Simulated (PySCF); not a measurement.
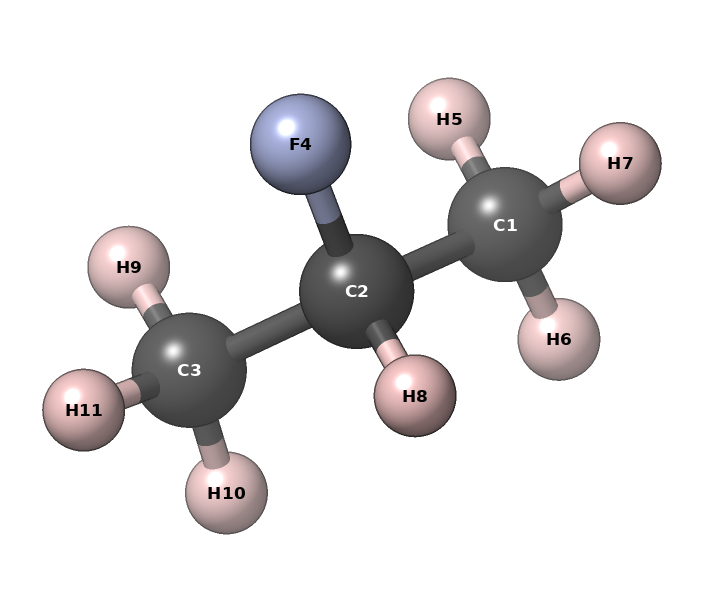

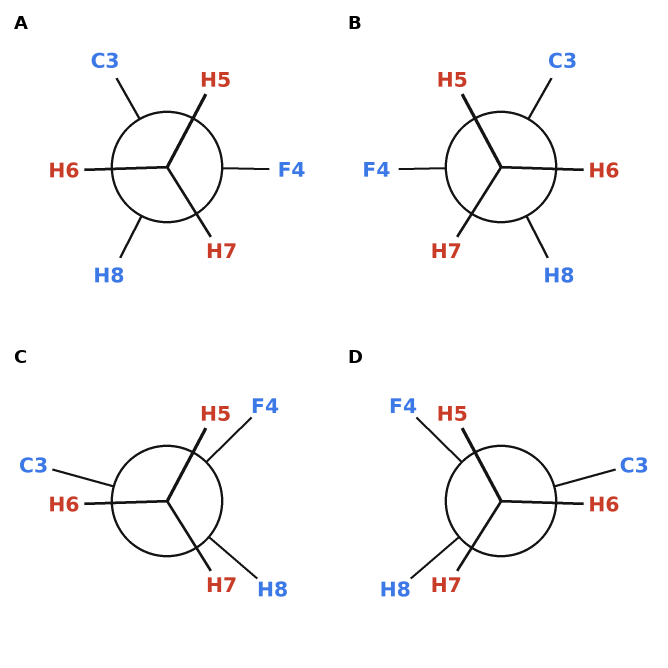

Atoms fade into the background with distance from the viewer. Bonds that would overlap in a projection are set slightly apart. The computed structure is the end point of a PBE0-D3(BJ)/def2-SVP optimisation. No frequency run is at hand to confirm it as a minimum.

Question: Which Newman projection shows the view along C1–C2, with C1 in front?

Answer: B. The torsion angle H5–C1–C2–F4 is −63°, synclinal (gauche).
